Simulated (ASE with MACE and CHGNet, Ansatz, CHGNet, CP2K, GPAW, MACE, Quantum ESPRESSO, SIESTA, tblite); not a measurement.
# Machine-learned potentials on Nb(100)/C(110) interface (80 atoms): settings against a plane-wave reference

Aim: run Nb(100)/C(110) interface (80 atoms) in machine-learned potentials and see how near its forces come to a plane-wave reference, and at what cost.

Calculated with ASE with MACE and CHGNet; the method is named at each step.

## Step 1: Starting point

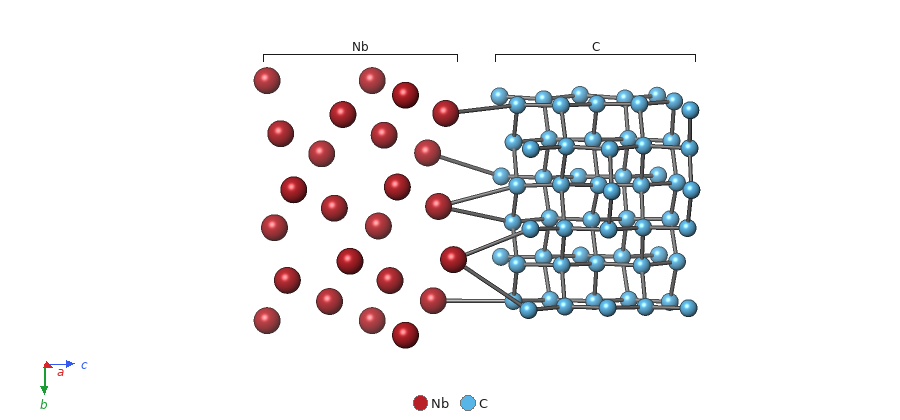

The cell as given, from the side, with the c axis across the page (niobium red, carbon blue). Some periodic images of atoms are drawn too.

The cell holds 80 atoms: 20 Nb and 60 C. Cell: a = 7.134 Å, b = 7.567 Å, c = 24.460 Å, α = 90.0°, β = 90.0°, γ = 90.0°. Bcc Nb(100), 4 repeat layers, 5 surface cells, strained -3.32 and +2.54 %; diamond-structure C(110), 5 layers, 6 cells, -0.00 and -0.00 %; outer planes 2.45 Å apart, 12 Å of vacuum above; not relaxed, displaced by a Gaussian of 0.02 Å. Then every atom was moved at random, 0.02 Å r.m.s. a Cartesian component. Regions: Nb, 20 atoms (20 Nb); C, 60 atoms (60 C). Vacuum lies along c.

The yardstick, on the same geometry:

| Property | Result |
| --- | --- |
| method | Kohn-Sham DFT, PBE, PAW, plane waves (Ansatz 0.2.0); cutoff 420 eV, Γ point, fermi-dirac smearing of 0.05 eV; PAW set soft_2 |
| r.m.s. force component | 1.836 eV/Å |
| longest force | 6.631 eV/Å |
| SCF cycles | 17 |
| time | 22 s on 4 threads of Arm Neoverse V1, shared host |
| CPU time | 85 s |

## Step 2: MACE MP-0b3 medium potential

Method: machine-learned interatomic potential MACE MP-0b3 medium, trained on PBE(+U) plane-wave data.

File run.py:

```python
import numpy as np
from ase.io import read
import mlip  # loads the published weights by name

atoms = read("structure.xyz")
atoms.calc = mlip.calc("mace-mp-0b3-medium")
energy = atoms.get_potential_energy()
forces = atoms.get_forces()
print(f"energy {energy:.6f} eV")
print("forces (eV/A)")
for i, (a, f) in enumerate(zip(atoms, forces)):
    print(f"{i:4d} {a.symbol:2s} {f[0]:10.5f} {f[1]:10.5f} {f[2]:10.5f}")
```

File structure.xyz:

```xyz
80
Lattice="7.13400 0.00000 0.00000 0.00000 7.56670 0.00000 0.00000 0.00000 24.45984" Properties=species:S:1:pos:R:3 pbc="T T T"
Nb 4.24609 6.01174 6.00807
Nb 6.42310 5.28723 7.67648
Nb 4.25408 6.04912 9.27199
Nb 3.53404 3.77488 10.92279
Nb 1.41424 4.53351 6.01859
Nb 3.61701 3.79228 7.59625
Nb 1.42709 4.51149 9.32067
Nb 0.73530 2.26713 10.99005
Nb 5.75443 3.05997 5.98752
Nb 0.71347 2.26433 7.62438
Nb 5.71348 3.00617 9.28814
Nb 4.97190 0.74895 10.93795
Nb 2.86701 1.47634 6.00073
Nb 4.95578 0.75274 7.67061
Nb 2.89676 1.55359 9.28593
Nb 2.10660 6.83863 10.96510
Nb 0.05072 7.55089 5.98508
Nb 2.12857 6.83031 7.66351
Nb 7.12565 0.01960 9.33828
Nb 6.39463 5.26726 10.97366
C 6.26593 1.81094 13.45316
C 3.65197 0.59051 13.41133
C 4.47880 0.56387 14.67419
C 5.38952 1.79883 14.70892
C 6.27014 1.84226 15.96053
C 3.62158 0.58248 15.94586
C 4.49513 0.54616 17.16518
C 5.38446 1.79762 17.16543
C 6.33157 1.83265 18.48895
C 3.58755 0.52937 18.40725
C 6.26972 4.33292 13.43848
C 3.61630 3.14056 13.41206
C 4.47873 3.05604 14.67835
C 5.44110 4.37703 14.64900
C 6.25873 4.37590 15.92433
C 3.65625 3.13912 15.98964
C 4.50355 3.09924 17.22437
C 5.34579 4.38127 17.16102
C 6.25416 4.35267 18.43685
C 3.59097 3.09001 18.49311
C 2.62488 1.82910 13.44264
C 0.04644 0.54889 13.38100
C 0.89025 0.59936 14.65903
C 1.84778 1.79679 14.68495
C 2.72048 1.77764 15.95736
C 0.04116 0.53307 15.93999
C 0.95267 0.59686 17.23685
C 1.81282 1.81624 17.21092
C 2.69965 1.83356 18.45324
C 0.01569 0.57916 18.39404
C 6.25588 6.88850 13.37880
C 3.65753 5.61676 13.40644
C 4.53366 5.59111 14.68740
C 5.42170 6.84408 14.66123
C 6.23262 6.84453 15.89865
C 3.63370 5.60927 15.93852
[... 20 atom lines left out ...]
C 0.93998 5.58854 17.14415
C 1.84578 6.88668 17.22168
C 2.67732 6.90840 18.40212
C 0.04081 5.60602 18.44688
```

Command:

```sh
OMP_NUM_THREADS=1 python run.py > output.txt
```

Log:

```text
energy -699.557422 eV
forces (eV/A)
   0 Nb    0.17457    0.22441   -0.40775
   1 Nb    0.12423    0.19320   -0.70434
   2 Nb    0.03333    0.08225    0.87715
   3 Nb   -0.04090    0.20362    2.48457
   4 Nb    0.02945    0.05620   -0.38724
   5 Nb   -0.37610   -0.10643   -0.48335
   6 Nb   -0.00931    0.18143    0.44788
   7 Nb   -0.31345   -0.08466    2.55687
   8 Nb   -0.04420   -0.21605   -0.36149
   9 Nb    0.01951   -0.07778   -0.60029
  10 Nb    0.04070   -0.01000    0.74262
  11 Nb   -0.06634   -0.03342    2.58980
  12 Nb   -0.00705    0.09764   -0.48186
  13 Nb    0.51151   -0.06995   -1.04917
  14 Nb   -0.43007   -0.27469    0.71872
  15 Nb    0.39145   -0.11378    1.63209
  16 Nb   -0.23795    0.00170   -0.18149
  17 Nb   -0.10057   -0.10399   -0.53370
  18 Nb    0.05681   -0.02709    0.43213
  19 Nb    0.07949    0.20881    2.43455
  20 C     3.35077   -0.47133   -0.84001
  21 C    -3.65620   -0.17507   -1.18956
  22 C     0.83379   -0.59055   -0.33217
  23 C    -0.46923    0.70899   -1.25262
[...]
72 C     0.99311    0.56521    0.91943
  73 C    -0.36977   -0.32257   -1.70232
  74 C     0.47598    0.29755   -1.70679
  75 C    -0.75962    0.31687   -1.43439
  76 C     0.46917    0.69459    2.27805
  77 C    -1.66222   -0.54332    0.40388
  78 C     6.12214   -1.33391    0.61298
  79 C    -5.31241   -0.09734   -0.75361
```

Wall time 11 s (1 thread of Arm Neoverse V1, shared host); peak memory 1.2 GiB.

Banners, paths, timers and routine set-up lines are dropped from the logs unmarked, and long logs keep their key lines alone; longer cuts are marked.

Numbers from this run, and their distance from the reference:

```
r.m.s. force component                  : 1.681 eV/Å
r.m.s. difference of force components   : 464.3 meV/Å
longest difference of force vectors     : 2346 meV/Å
force difference over r.m.s. force      : 25.29 %
slope of forces against the reference's : 0.8871
correlation of force components         : 0.969
```

Length of the force difference by element (eV/Å):

| element | atoms | mean | most |
| --- | --- | --- | --- |
| C | 60 | 0.68 | 1.3 |
| Nb | 20 | 0.80 | 2.3 |

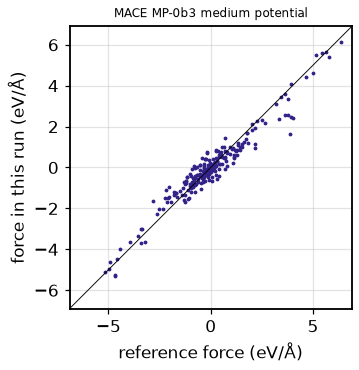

Force components against those of the reference; the line marks equality.

Local excerpt of 9 atoms (numbers count through the whole input) about C76, picked at random; x, y, z are measured from there.

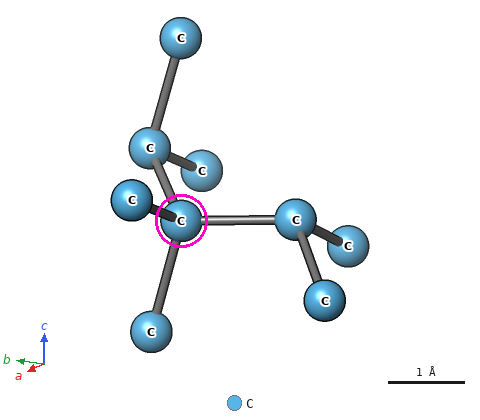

The atoms of the table, within 2.5 Å (arrows a, b, c point along x, y, z); some may hide others; the central atom is ringed.

| atom | x | y | z | distance (Å) | bonds | Fx | Fy | Fz (eV/Å) |
| --- | --- | --- | --- | --- | --- | --- | --- | --- |
| C76 | 0.00 | 0.00 | 0.00 | 0.00 | 4 | -0.76 | 0.32 | -1.43 |
| C77 | 0.90 | -0.01 | 1.18 | 1.48 | 4 | 0.47 | 0.69 | 2.28 |
| C35 | -0.92 | -1.22 | -0.04 | 1.53 | 4 | 0.83 | -0.70 | 0.30 |
| C55 | -0.94 | 1.25 | -0.06 | 1.57 | 4 | 2.39 | 0.59 | 1.81 |
| C73 | 0.88 | -0.02 | -1.32 | 1.59 | 4 | 0.99 | 0.57 | 0.92 |
| C80 | 0.00 | 0.01 | 2.48 | 2.48 | 3 | -5.31 | -0.10 | -0.75 |
| C66 | -0.03 | -2.48 | -0.07 | 2.48 | 4 | 0.41 | -0.81 | 1.18 |
| C68 | 1.78 | -1.26 | 1.20 | 2.49 | 4 | -0.09 | -0.49 | 1.01 |
| C34 | -1.74 | -1.22 | -1.31 | 2.49 | 4 | -2.02 | -1.48 | 0.19 |

Atoms are counted from 1 here, from 0 in the log.

Forces lie 25 % from the reference's, at 0.12 times its CPU time (on 1 against 4 cores).

## Step 3: CHGNet 0.3.0 potential

Method: machine-learned interatomic potential CHGNet 0.3.0, trained on PBE(+U) plane-wave data.

Edit run.py of step 2 so:

```diff
@@ -5,3 +5,3 @@
 atoms = read("structure.xyz")
-atoms.calc = mlip.calc("mace-mp-0b3-medium")
+atoms.calc = mlip.calc("chgnet-0.3.0")
 energy = atoms.get_potential_energy()
```

structure.xyz is that of step 2.

Log:

```text
CHGNet v0.3.0 initialized with 412,525 parameters
CHGNet will run on cpu
energy -712.219116 eV
forces (eV/A)
   0 Nb    0.16380    0.20897    0.23016
   1 Nb    0.03952    0.22192   -0.39562
   2 Nb    0.06025    0.03096    0.44673
   3 Nb   -0.15663    0.18140    2.51079
   4 Nb    0.06393    0.03167    0.22680
   5 Nb   -0.29367   -0.10764   -0.20998
   6 Nb   -0.03182    0.15864    0.15675
   7 Nb   -0.43296   -0.17475    2.24847
   8 Nb   -0.07474   -0.20289    0.27587
   9 Nb    0.05720   -0.07436   -0.23590
  10 Nb    0.09680    0.07213    0.34510
  11 Nb    0.03124   -0.07875    2.02150
  12 Nb    0.00819    0.11579    0.22036
  13 Nb    0.42011   -0.08567   -0.65487
  14 Nb   -0.34289   -0.16292    0.28396
  15 Nb    0.55889   -0.07387    1.87293
  16 Nb   -0.24586   -0.00430    0.51005
  17 Nb   -0.09413   -0.11735   -0.30812
  18 Nb   -0.00484   -0.09429    0.12011
  19 Nb    0.21252    0.11494    2.23995
  20 C     4.46204   -0.04985   -0.71487
  21 C    -4.62828   -0.55422   -0.36584
  22 C     0.89107   -0.58257   -0.82367
  23 C    -0.38068    0.58755   -1.60093
[...]
72 C     0.81925    0.54427    0.73053
  73 C    -0.39439   -0.24400   -1.85607
  74 C     0.10656    0.29369   -1.46198
  75 C    -0.28698    0.30971   -1.64574
  76 C     0.01658    0.78664    3.05787
  77 C    -1.35627   -0.60321    0.47716
  78 C     6.02373   -1.30205    0.59056
  79 C    -5.01738    0.06006   -1.71463
```

The job ended after 8 s (1 thread; peak memory 3.2 GiB).

Against the reference:

| Item | Value |
| --- | --- |
| r.m.s. force component | 1.798 eV/Å |
| r.m.s. difference of force components | 628.1 meV/Å |
| longest difference of force vectors | 2167 meV/Å |
| force difference over r.m.s. force | 34.22 % |
| slope of forces against the reference's | 0.9212 |
| correlation of force components | 0.9405 |

Against the first run (25 %), the force difference from the reference is 34 %, at 0.74 times the CPU time.

## Step 4: CHGNet r2SCAN potential

Method: machine-learned interatomic potential CHGNet r2SCAN, trained on r2SCAN plane-wave data.

Edit run.py of step 3 so:

```diff
@@ -5,3 +5,3 @@
 atoms = read("structure.xyz")
-atoms.calc = mlip.calc("chgnet-0.3.0")
+atoms.calc = mlip.calc("chgnet-r2scan")
 energy = atoms.get_potential_energy()
```

structure.xyz is that of step 3.

Log:

```text
CHGNet vr2scan initialized with 412,525 parameters
CHGNet will run on cpu
energy -1058.961060 eV
forces (eV/A)
   0 Nb    0.18651    0.22838    0.42151
   1 Nb    0.07885    0.17502   -0.29482
   2 Nb    0.06357    0.04636    0.25876
   3 Nb   -0.18579    0.17419    2.07367
   4 Nb    0.02599    0.06410    0.42280
   5 Nb   -0.28531   -0.14959   -0.09324
   6 Nb   -0.01361    0.09937    0.01312
   7 Nb   -0.33803   -0.18331    1.96692
   8 Nb   -0.08607   -0.17792    0.47450
   9 Nb    0.03179   -0.07729   -0.18714
  10 Nb    0.08067    0.04306    0.17808
  11 Nb   -0.05065   -0.06098    1.75663
  12 Nb    0.01192    0.09556    0.43891
  13 Nb    0.38164   -0.05166   -0.52763
  14 Nb   -0.25511   -0.14779    0.14149
  15 Nb    0.54270   -0.06084    1.48808
  16 Nb   -0.25268   -0.02204    0.71434
  17 Nb   -0.07652   -0.08935   -0.20825
  18 Nb   -0.00447   -0.04746    0.03409
  19 Nb    0.16068    0.07292    1.73281
  20 C     3.49433   -0.16614   -0.55386
  21 C    -4.18779   -0.10237   -0.59620
  22 C     0.90872   -0.53852   -0.60067
  23 C    -0.14912    0.54315   -1.47070
[...]
72 C     0.73282    0.47186    1.01696
  73 C    -0.30824   -0.15801   -1.79565
  74 C    -0.00610    0.38489   -1.41860
  75 C    -0.27441    0.29247   -1.80642
  76 C    -0.23498    0.75270    3.15101
  77 C    -1.19486   -0.59207    0.16656
  78 C     5.38271   -1.66349    0.72633
  79 C    -4.25240   -0.02686   -1.69049
```

The job ended after 6.3 s (1 thread; peak memory 3.2 GiB).

Against the reference:

```yaml
r_m_s_force_component: 1.59 eV/Å
r_m_s_difference_of_force_components: 691.8 meV/Å
longest_difference_of_force_vectors: 2564 meV/Å
force_difference_over_r_m_s_force: 37.69 %
slope_of_forces_against_the_reference_s: 0.8042
correlation_of_force_components: 0.9283
```

Against the first run (25 %), the force difference from the reference is 38 %, at 0.64 times the CPU time; this potential was trained at another functional than the reference's, which explains only part of so large a difference.

## Step 5: All runs compared

Differences are against the plane-wave reference, forces as r.m.s. over components; share is that over the reference's r.m.s. force, slope the least-squares factor from reference forces to these. Total energies of different programs have different zeros and aren't compared.

| run | Δ force, r.m.s. (meV/Å) | share (%) | slope | cores | CPU time | memory (GiB) |
| --- | --- | --- | --- | --- | --- | --- |
| reference | - | - | - | 4 | 85 s | 1.5 |
| MACE MP-0b3 medium potential | 464 | 25.3 | 0.887 | 1 | 9.9 s | 1.2 |
| CHGNet 0.3.0 potential | 628 | 34.2 | 0.921 | 1 | 7.3 s | 3.2 |
| CHGNet r2SCAN potential | 692 | 37.7 | 0.804 | 1 | 6.3 s | 3.2 |

Times of the machine-learned potentials are mostly Python's start and the loading of weights.

CPU time is summed over cores on a shared host, where runs went side by side, so it is rough. Symmetry, cutoffs, thresholds, outputs and thread counts weren't matched or tuned between programs; memory under MPI is the largest rank's times the ranks.

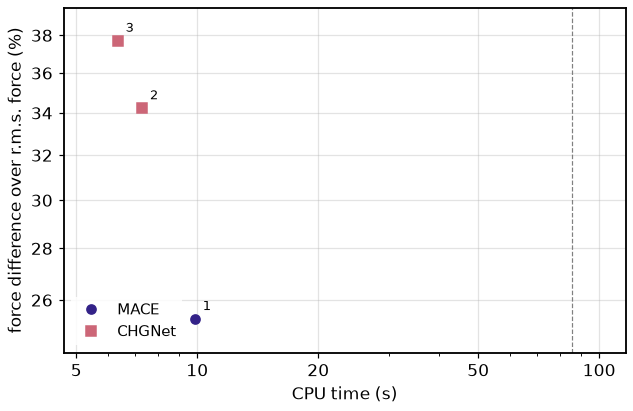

Force difference against CPU time; the dashed line marks the reference's time. Points: 1 MACE MP-0b3 medium potential; 2 CHGNet 0.3.0 potential; 3 CHGNet r2SCAN potential.

A second geometry, displaced anew (every atom was moved at random, 0.04 Å r.m.s. a Cartesian component), gives an energy difference that all programs can be tested on. The reference puts it at 39.20 meV/atom.

| run | energy less the first geometry's (meV/atom) | error (meV/atom) | force share at the second geometry (%) |
| --- | --- | --- | --- |
| MACE MP-0b3 medium potential | 38.76 | -0.445 | 25.1 |
| CHGNet 0.3.0 potential | 40.78 | 1.58 | 29.3 |
| CHGNet r2SCAN potential | 47.03 | 7.83 | 34.0 |

## Step 6: Outcome

| Quantity | Value |
| --- | --- |
| nearest in forces | MACE MP-0b3 medium potential, 25 % |
| its CPU time | 9.9 s |

In words: Machine-learned potentials differ by 25 % (MACE MP-0b3 medium potential) to 38 % (CHGNet r2SCAN potential); they were trained on other programs' data, some at another functional. The energy difference between the two geometries, 39.2 meV/atom in the reference, is met best by MACE MP-0b3 medium potential (-0.445) and worst by CHGNet r2SCAN potential (+7.83). Machine-learned potentials mimic data converged in k, so the reference's own k-point error enters their differences. The host structure and its lattice constant were typed by rule, without a check against the phase diagram. The electronic-structure runs sample only Γ, in a cell whose shortest periodic width is 7 Å, which is coarse for a cell with partly filled levels.

[Also dropped from logs without a mark: logging warnings of Python, and SIESTA's first energy breakdown and zero terms.]

[Logs are printed without paths, hosts, clocks, repeated set-up lines and the standing remarks that a program may print on its own settings, such as how far it seeks lower states.]

[Hosts, paths, dates, database ids (printed as entryN), source tags and the programs' standing remarks are cut or masked in the printed files.]
